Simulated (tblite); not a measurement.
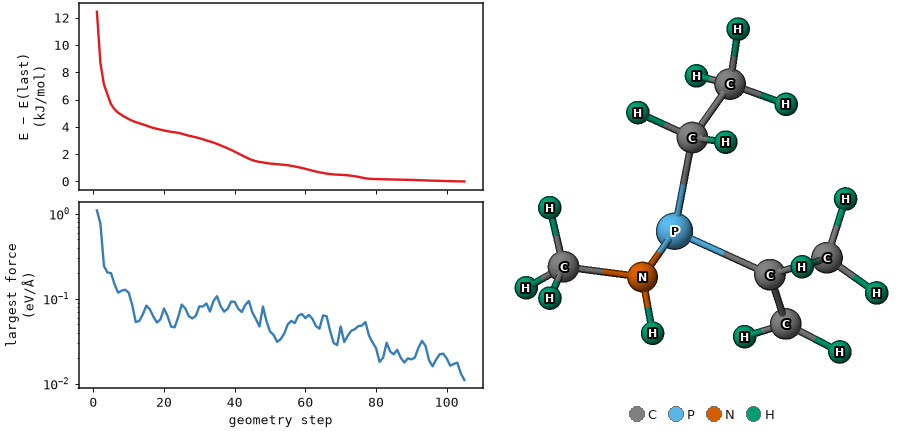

Beside the plot: the molecule at the start.

History of a geometry optimisation. C6H14NP (SMILES C=C(C)P(CC)NC); GFN2-xTB geometry optimisation, gas phase (tblite).

The optimisation met its thresholds at geometry 105, counting the start as the first. The energy fell by about 12 kJ/mol from the first step to the last. The largest force goes from about 1.1 eV/Å at the start to 0.011 eV/Å at the end.
